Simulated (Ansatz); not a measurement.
# C6H5F (SMILES Fc1ccccc1): B3LYP/6-31G(d) (Cartesian functions)

What is the vertical singlet–triplet gap of C6H5F at B3LYP/6-31G* (Cartesian functions)? 

Program for the calculation: Ansatz 0.2.0.

38 further runs of the same task are left out: 38 set aside as unsound or not needed. Runs told in other sessions of the task aren't counted.

## 1. Starting point

C6H5F: 12 atoms, total charge 0, spin state singlet. As SMILES, `Fc1ccccc1`. The coordinates come from a PBE0-D4/def2-TZVP relaxation.

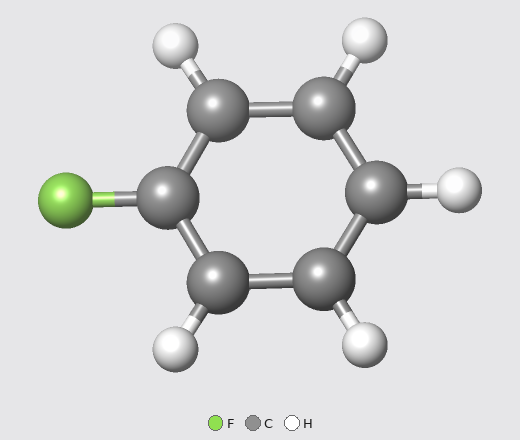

Viewed from a chosen angle; fluorine green, carbon grey, hydrogen white.

## 2. A single-point energy at B3LYP/6-31G(d) (Cartesian functions)

molecule.yaml reads:

```yaml
crystal:
  periodic: [false, false, false]
  atoms:
    - {symbol: F, position_ang: [0.373400, -2.651880, -0.049000]}
    - {symbol: C, position_ang: [0.186660, -1.325620, -0.024490]}
    - {symbol: C, position_ang: [-0.745470, -0.799820, 0.848530]}
    - {symbol: C, position_ang: [-0.932320, 0.574350, 0.867240]}
    - {symbol: C, position_ang: [-0.196600, 1.396240, 0.025800]}
    - {symbol: C, position_ang: [0.733120, 0.840420, -0.841100]}
    - {symbol: C, position_ang: [0.932970, -0.531670, -0.873120]}
    - {symbol: H, position_ang: [-1.307140, -1.462390, 1.495210]}
    - {symbol: H, position_ang: [-1.659890, 1.003340, 1.546360]}
    - {symbol: H, position_ang: [-0.347620, 2.468730, 0.045610]}
    - {symbol: H, position_ang: [1.310500, 1.477900, -1.500520]}
    - {symbol: H, position_ang: [1.652380, -0.989580, -1.540520]}
basis:
  gaussian:
    orbitals: "6-31G*"
hamiltonian:
  xc: {name: B3LYP}
accuracy: high
output: {orbitals: {seedname: orbitals}}
```

Started as:

```
ansatz run molecule.yaml --threads 1 --pin off --max-ram 3480MiB --events-out events.jsonl --progress --plain --runs-dir runs
```

Standard output:

```text
Warning: RAYON_NUM_THREADS=1 ignored (pool sized by the plan → 1); use --threads N
Functional definition: B3LYP
  name "B3LYP"
  parameter a0 = 0.2
  parameter ax = 0.72
  parameter ac = 0.81
  exchange = (1 - a0 - ax)*slater_x + ax*b88_x + a0*exact_x
  correlation = (1 - ac)*vwn_rpa_c + ac*lyp_c
2700 factors; integrals over basis functions are off by at most 3.3e-9 eV
mean field evaluation 1: about -9013.6763 eV, gradient 5.1e1 eV
mean field evaluation 2: about -9012.3422 eV, gradient 5.6e1 eV
mean field evaluation 4: about -9019.8777 eV, gradient 3.6e0 eV
mean field evaluation 8: about -9020.0749 eV, gradient 5.4e-1 eV
mean field evaluation 16: about -9020.0755 eV, gradient 8.6e-5 eV
mean field -9020.07548311 eV, -331.4816599777 hartree, gradient 5.4e-8 eV, S^2 0.000000; 0 other end points of the search recorded, 0 dependent functions left out
reference -9020.07551777 eV, -331.4816612511 hartree; 25, 25 occupied and 90, 90 virtual orbitals, 2700 factors
Total energy: -9020.07551777 eV, -331.4816612511 hartree
```

It took 8.7 s on 1 thread of Intel Xeon 6975P-C (Granite Rapids), shared host; peak memory 0.48 GiB.

## 3. The triplet, same level

molecule.yaml reads:

```yaml
crystal:
  periodic: [false, false, false]
  atoms:
    - symbol: F
      position_ang: [0.373400, -2.651880, -0.049000]
    - symbol: C
      position_ang: [0.186660, -1.325620, -0.024490]
    - symbol: C
      position_ang: [-0.745470, -0.799820, 0.848530]
    - symbol: C
      position_ang: [-0.932320, 0.574350, 0.867240]
    - symbol: C
      position_ang: [-0.196600, 1.396240, 0.025800]
    - symbol: C
      position_ang: [0.733120, 0.840420, -0.841100]
    - symbol: C
      position_ang: [0.932970, -0.531670, -0.873120]
    - symbol: H
      position_ang: [-1.307140, -1.462390, 1.495210]
    - symbol: H
      position_ang: [-1.659890, 1.003340, 1.546360]
    - symbol: H
      position_ang: [-0.347620, 2.468730, 0.045610]
    - symbol: H
      position_ang: [1.310500, 1.477900, -1.500520]
    - symbol: H
      position_ang: [1.652380, -0.989580, -1.540520]
basis:
  gaussian: {orbitals: "6-31G*"}
hamiltonian: {xc: {name: B3LYP}}
output: {orbitals: {seedname: orbitals}}
accuracy: high
magnetization: {spin_polarized: true, initial_magnetization: 2}
```

Started as:

```
ansatz run molecule.yaml --threads 1 --pin off --max-ram 3480MiB --events-out events.jsonl --progress --plain --runs-dir runs
```

Standard output (excerpt; [...] marks lines left out):

```text
Warning: RAYON_NUM_THREADS=1 ignored (pool sized by the plan → 1); use --threads N
[... 7 set-up lines as earlier in the session ...]
2700 factors; integrals over basis functions are off by at most 3.3e-9 eV
mean field evaluation 1: about -9007.5039 eV, gradient 3.9e1 eV
mean field evaluation 2: about -9000.7733 eV, gradient 5.5e1 eV
mean field evaluation 4: about -9015.0938 eV, gradient 2.7e0 eV
mean field evaluation 8: about -9015.2947 eV, gradient 9.2e-1 eV
mean field evaluation 16: about -9015.2997 eV, gradient 9.2e-3 eV
mean field evaluation 32: about -9015.5014 eV, gradient 2.9e-1 eV
mean field -9015.59790307 eV, -331.3171119463 hartree, gradient 3.1e-8 eV, S^2 2.042362; 4 other end points of the search recorded, 0 dependent functions left out
reference -9015.59793784 eV, -331.3171132239 hartree; 26, 24 occupied and 89, 91 virtual orbitals, 2700 factors
Total energy: -9015.59793784 eV, -331.3171132239 hartree
```

Run time: 23 s. Hardware: 1 thread of Intel Xeon 6975P-C (Granite Rapids), shared host; peak memory 0.66 GiB.

## 4. What came out

Level: B3LYP/6-31G* (Cartesian functions).

```
                                        quantity          value
                           singlet: total energy  -331.48166 Eh
                            singlet: HOMO energy       -6.62 eV
                            singlet: LUMO energy       -0.17 eV
                          singlet: HOMO–LUMO gap        6.45 eV
                           triplet: total energy  -331.31711 Eh
     triplet: HOMO energy (highest over α and β)       -2.24 eV
                                   triplet: ⟨S²⟩          2.042
vertical energy of the triplet above the singlet       4.478 eV
```

**Reading.** At this shape the triplet lies 4.48 eV (432 kJ/mol) above the singlet.
